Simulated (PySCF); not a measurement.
```xyz
2

Ge    0.0000    0.0000   -0.6337
P     0.0000    0.0000    1.5123
```

These are results of PySCF, PBE0/cc-pVTZ(-PP), non-relativistic Hamiltonian with scalar-relativistic core potentials where named, at a bond length of 2.146 Å, not measurements.

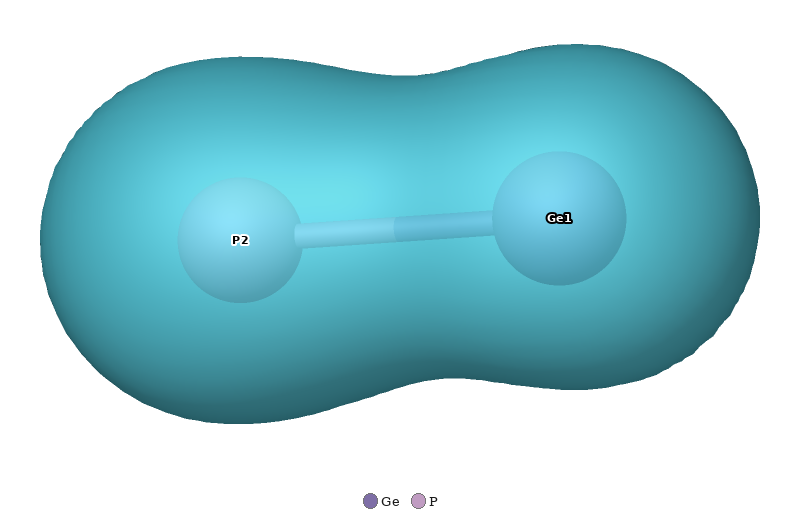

GeP (doublet). Isosurface of the total electron density at 0.2 e/Å³ (cyan), seen from one side.

**What does this surface tell about the bonding?**

At this value the surface is in one piece. It bridges the sampled Ge–P (2.15 Å) contact, where the density stays above the isovalue. On the grid the lowest density along these lines, outside the cores, is 0.81 e/Å³ (Ge–P, 2.15 Å).
